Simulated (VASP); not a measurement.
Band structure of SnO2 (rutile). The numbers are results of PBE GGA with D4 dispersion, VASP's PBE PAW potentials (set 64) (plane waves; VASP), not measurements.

Unless said otherwise, spin-orbit coupling is left out, though it shifts the bands of the heavy elements here.

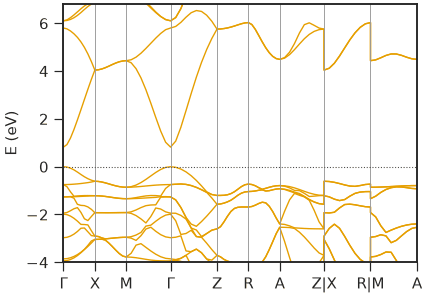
Fig. 1. Bands along high-symmetry lines, zero at the valence-band maximum or, without a gap, the Fermi level

Task: Read the plot: is there a gap, and where are the band edges?

Result: The gap is direct, 0.82 eV, from the valence maximum at Γ to the conduction minimum at Γ. (Edges off the drawn lines would not show.)

The compound is SnO2 in the rutile structure. It was relaxed first.
